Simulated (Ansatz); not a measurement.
H₄O₆Zr₂

Input file:

```
crystal:
  periodic: [false, false, false]
  atoms:
    - {symbol: Zr, position_ang: [0.381507, 2.041129, 0.748928]}
    - {symbol: Zr, position_ang: [0.008823, -0.997132, -0.374687]}
    - {symbol: O, position_ang: [1.638134, -0.182880, 0.508190]}
    - {symbol: O, position_ang: [-1.174786, 0.489343, 0.534578]}
    - {symbol: O, position_ang: [-0.203883, 3.505245, -0.028763]}
    - {symbol: O, position_ang: [-0.204674, -2.629068, 0.624308]}
    - {symbol: O, position_ang: [-0.361345, -1.357067, -2.235267]}
    - {symbol: O, position_ang: [1.305197, 0.714888, -0.661419]}
    - {symbol: H, position_ang: [-0.122966, -3.416835, 1.167659]}
    - {symbol: H, position_ang: [-2.115944, 0.687162, 0.429638]}
    - {symbol: H, position_ang: [1.049126, 2.494085, 2.469600]}
    - {symbol: H, position_ang: [-0.199178, -1.348880, -3.182763]}
basis:
  gaussian: {orbitals: def2-TZVP, initial_orbitals: start.molden}
hamiltonian: {xc: pbe0, dispersion: d4}
scf: {omitted_lower_state_checks: [starts]}
output: {orbitals: {seedname: orbitals}}
```

Command:

```sh
ansatz run in.yaml --threads 4 --pin off --events-out ev --progress --plain --max-ram 4787MiB
```

Geometry: r2SCAN-D4/def2-SVP; core potentials replace the inner electrons of Zr.

The calculation used Ansatz, RKS PBE0-D4/def2-TZVP.

Predict the electron density and electron localisation function between the atoms.

Answer. Zr–O (1.76 Å): the density is about 1.6 e/Å³ at the midpoint; the ELF peaks at about 0.80 in the valence shell of O, 0.5 Å from its nucleus, and drops to about 0.35 between the two atoms.

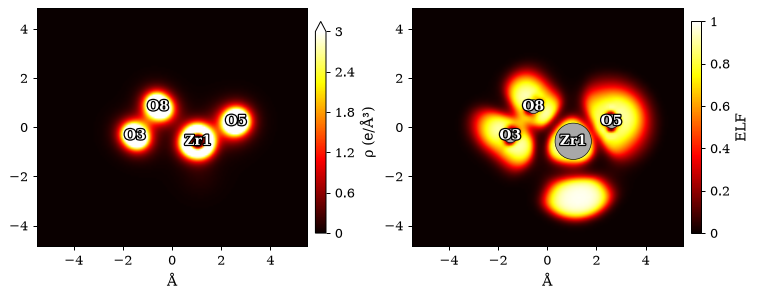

Computed electron density and electron localisation function on the plane of atoms O5, Zr1 and O8, in this order. Grey discs cover the atomic cores in the ELF map. 
